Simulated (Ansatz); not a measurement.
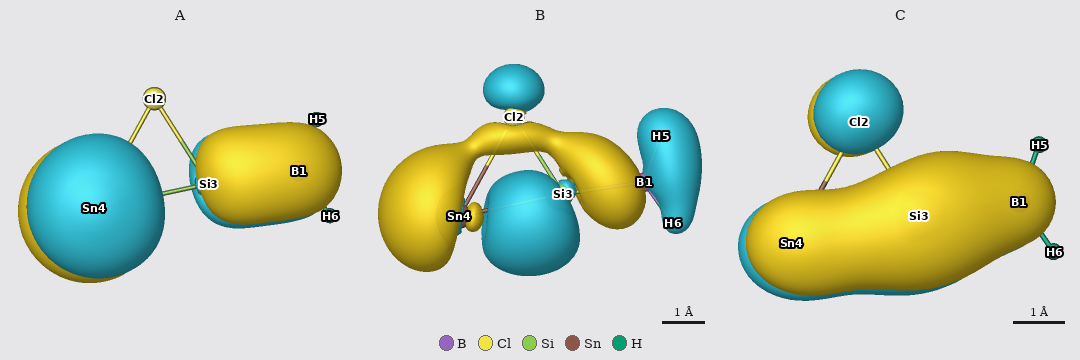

Figure. BClH$_{2}$SiSn (charge +1, doublet). Three frontier orbitals at ±0.08 Å⁻³ᐟ² (yellow and cyan are the two phases), in no order.

Geometry: B3LYP-D3(BJ)/def2-SVP; core potentials replace the inner electrons of Sn.

The calculation used isolated molecule in a Gaussian basis; Kohn-Sham density functional theory, functional PBE0 in Ansatz.

```yaml
atoms:
  - { symbol: B, position_ang: [-2.7629, -2.4405, 1.1456] }
  - { symbol: Cl, position_ang: [-0.9309, -0.1533, 3.1356] }
  - { symbol: Si, position_ang: [-1.4617, -0.9202, 1.1255] }
  - { symbol: Sn, position_ang: [0.2220, 1.0318, 0.9282] }
  - { symbol: H, position_ang: [-3.1586, -2.8237, 2.2096] }
  - { symbol: H, position_ang: [-3.0798, -2.8900, 0.0812] }
```

Q: Which picture is the HOMO−1, the HOMO and the LUMO? All are α orbitals.

A: B is the HOMO−1 (α) (−12.18 eV). By Hirshfeld shares it lies mainly on Sn4 (about 40 %), Si3 (about 35 %), B1 (about 15 %) and Cl2 (about 5 %); it is symmetric in the molecular plane (an in-plane orbital: σ, lone-pair or in-plane π type). C is the HOMO (α) (−10.99 eV). By Hirshfeld shares it lies mainly on Si3 (about 50 %), Sn4 (about 20 %), B1 (about 15 %) and Cl2 (about 15 %); it changes sign across the molecular plane (π type); π-bonding across Si3–Sn4; π-antibonding (a node) across Cl2–Sn4. A is the LUMO (α) (−8.38 eV). By Hirshfeld shares it lies mainly on Sn4 (about 65 %), B1 (about 15 %) and Si3 (about 15 %); it changes sign across the molecular plane (π type); π-bonding across B1–Si3.

Q: What is the gap between the highest occupied and lowest empty α orbitals?

A: 2.61 eV between the orbital energies.
